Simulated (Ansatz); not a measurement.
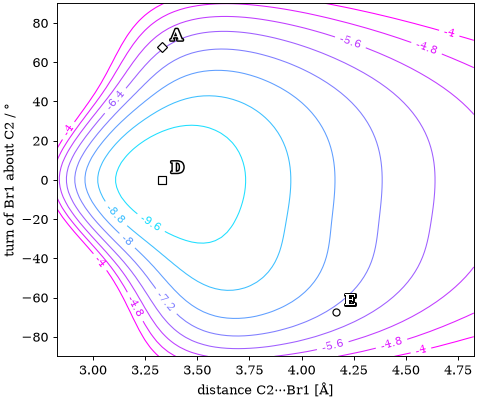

The pair Br···CH₃Cl, charge −1. 
- The turn is about an axis along (−0.81, −0.58, −0.13) in the frame of the relaxed pair, normal to the line between the partners.
- Coordinates scanned: (1) distance C2···Br1; (2) turn of Br1 about C2.
- Grid: 9 × 9 points.
- All energies are given in kcal/mol relative to the ion and the molecule far apart, frozen as in the relaxed pair, each in its own basis (no counterpoise correction).
- Level of theory: Ansatz, RKS BHLYP-D4/def2-SVPD.

Drawn: contour lines labelled in kcal/mol (none above −4), lettered points. Between grid points the surface is interpolated.

> Is E the lowest point of the computed grid?

No. E lies 3.4 kcal/mol above the lowest grid point, which is at distance C2···Br1 = 3.333 Å, turn of Br1 about C2 = 0.0°.

> Rank the lettered points by energy, lowest first.

D (−10.4 kcal/mol), E (−7.0 kcal/mol), A (−6.3 kcal/mol).

> What kind of point is each of A, D, E: minimum, saddle, maximum or slope?

A: on a slope; D: minimum; E: on a slope. (In these two coordinates alone; a stationary point may lie a little off the grid point.)
